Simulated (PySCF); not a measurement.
Geometry relaxation of GeH3F2 (charge −1)

GeH3F2, charge −1, computed with PBE0-D3(BJ)/def2-TZVPD geometry optimisation, gas phase (PySCF 2.14.0).

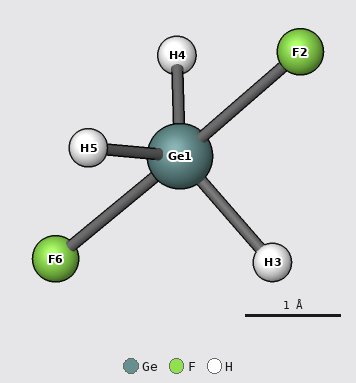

Fig. 1: The input geometry (ball-and-stick view, seen at a tilt; atoms are numbered from 1 in the order of the input). Sticks mark near contacts.

### Results in brief

| quantity | value |
| --- | --- |
| outcome | converged |
| total energy | −2278.235795 hartree |
| point group | D3h |
| hardware | 1 CPU thread, shared host |
| wall time | 83 s |
| peak memory | 0.61 GiB |

### Input
```
{"job": {"xc": "PBE0", "basis": "def2-TZVPD", "d3": "d3bj", "grid": 3, "kind": "geom", "shake": 0.01}, "charge": -1, "multiplicity": 1, "parts": [{"atoms": "0-4", "charge": 0, "multiplicity": 1}, {"atoms": "5-5", "charge": -1, "multiplicity": 1}]}
Ge    -0.467582    -0.063246    -0.010366
F      1.448861     0.176986     0.076940
H     -0.336477    -1.164859    -0.999696
H     -0.586117     1.372643    -0.513940
H     -0.526339    -0.326802     1.446332
F     -2.435845    -0.250163    -0.108065
```

The first line tells a small driver script what to run in PySCF; the rest is the geometry in Å.

Launched with:
```bash
OMP_NUM_THREADS=1 python <driver script> task.json out
```

### The program's output
```
step   0  E = -2278.23205273  max force = 0.021347
step   1  E = -2278.23351643  max force = 0.012105
step   2  E = -2278.23541704  max force = 0.006719
step   3  E = -2278.23575054  max force = 0.002500
step   4  E = -2278.23578657  max force = 0.000686
step   5  E = -2278.23579472  max force = 0.000275
optimisation converged
```

### Trajectory as extended XYZ (Å, eV, eV/Å), 6 frames, from step=0 to step=5
```
6
Properties=species:S:1:pos:R:3:forces:R:3 step=0 energy=-61993.85183
Ge   -0.4676   -0.0633   -0.0104   -0.3360   0.9004  -0.4032
F     1.4489    0.1770    0.0769   -0.2773  -0.1592   0.0015
H    -0.3365   -1.1649   -0.9997    0.1513  -0.7940  -0.6337
H    -0.5861    1.3726   -0.5139   -0.1079   0.2762  -0.1047
H    -0.5263   -0.3268    1.4463   -0.0300  -0.2602   1.0977
F    -2.4358   -0.2502   -0.1081    0.5999   0.0368   0.0424
6
Properties=species:S:1:pos:R:3:forces:R:3 step=1 energy=-61993.89166
Ge   -0.4979   -0.0358   -0.0183    0.4252  -0.2147   0.0369
F     1.2223   -0.7993    0.2762    0.1872   0.1748   0.0003
H    -0.7027   -1.1745   -1.0661   -0.2190   0.2021   0.0476
H     0.0522    1.3529   -0.4628    0.3558  -0.2274   0.0933
H    -0.8041   -0.3159    1.4855   -0.1268   0.0998  -0.1544
F    -2.1730    0.7180   -0.3230   -0.6224  -0.0346  -0.0237
6
Properties=species:S:1:pos:R:3:forces:R:3 step=2 energy=-61993.94338
Ge   -0.4986   -0.0436   -0.0175    0.3455  -0.0470   0.0106
F     1.2513   -0.7463    0.2689    0.0313  -0.0063   0.0108
H    -0.7487   -1.1640   -1.0695   -0.0504   0.1049   0.0700
H     0.1218    1.3163   -0.4488    0.0457  -0.1025   0.0353
H    -0.8327   -0.3130    1.4785   -0.0351   0.0345  -0.1107
F    -2.1964    0.6960   -0.3200   -0.3370   0.0164  -0.0161
6
Properties=species:S:1:pos:R:3:forces:R:3 step=3 energy=-61993.95245
Ge   -0.4903   -0.0436   -0.0181    0.1286   0.0107   0.0060
F     1.2629   -0.7426    0.2684   -0.0236  -0.0186   0.0076
H    -0.7587   -1.1538   -1.0650   -0.0117   0.0245  -0.0001
H     0.1398    1.3067   -0.4438   -0.0082  -0.0159  -0.0001
H    -0.8402   -0.3073    1.4681   -0.0076   0.0129  -0.0160
F    -2.2167    0.6861   -0.3180   -0.0773  -0.0136   0.0026
6
Properties=species:S:1:pos:R:3:forces:R:3 step=4 energy=-61993.95343
Ge   -0.4854   -0.0431   -0.0174    0.0353   0.0076  -0.0067
F     1.2639   -0.7481    0.2734   -0.0296  -0.0045  -0.0020
H    -0.7601   -1.1455   -1.0683    0.0054  -0.0039  -0.0106
H     0.1404    1.3057   -0.4472    0.0030   0.0048   0.0014
H    -0.8396   -0.3034    1.4667   -0.0021   0.0101   0.0062
F    -2.2226    0.6798   -0.3156   -0.0119  -0.0142   0.0116
6
Properties=species:S:1:pos:R:3:forces:R:3 step=5 energy=-61993.95365
Ge   -0.4838   -0.0423   -0.0173   -0.0069   0.0002  -0.0141
F     1.2612   -0.7525    0.2738   -0.0085   0.0000   0.0036
H    -0.7566   -1.1430   -1.0707   -0.0025  -0.0007  -0.0085
H     0.1414    1.3063   -0.4482    0.0006   0.0068   0.0029
H    -0.8399   -0.2992    1.4668    0.0038   0.0070   0.0085
F    -2.2257    0.6761   -0.3128    0.0135  -0.0132   0.0075
```

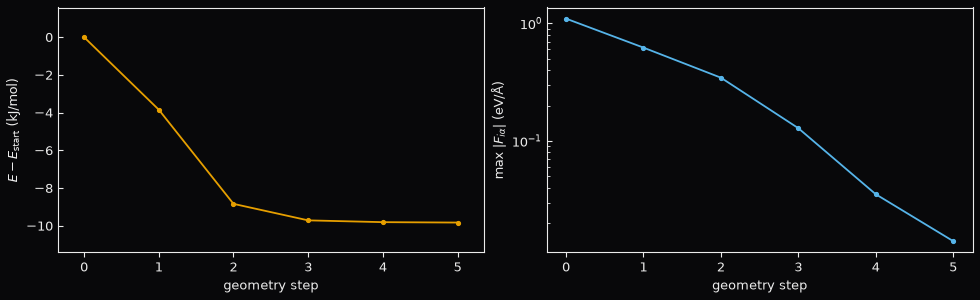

Fig. 2: Progress of the relaxation, step by step (steps are counted from 0).

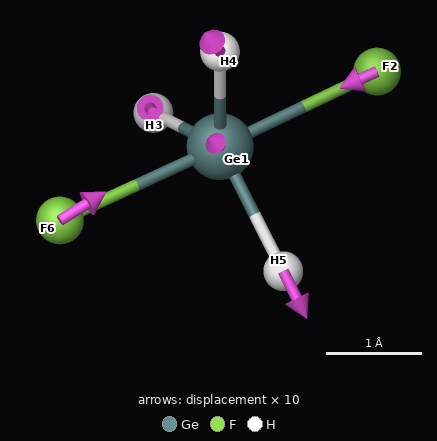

Fig. 3: The starting structure with the displacements as pink arrows, magnified 10 times (ball-and-stick view, seen at a tilt). The two geometries are laid on each other by the best rigid fit. After 5 geometry steps the energy has fallen by 9.82 kJ/mol. Largest force component: 1.1 eV/Å at the start, 0.014 eV/Å at the end. The atom that moves furthest after the best rigid fit is F6 (0.059 Å). Largest moves by element: F 0.059 Å, H 0.056 Å, Ge 0.027 Å. Distances before and after: Ge1–F6 1.980 → 1.907 Å, Ge1–H5 1.482 → 1.548 Å, Ge1–H3 1.486 → 1.548 Å, Ge1–F2 1.933 → 1.906 Å. Among the angles that change: H3–Ge1–H5 121.7° → 119.6°. (Atoms are counted from 1 in the order of the input.)
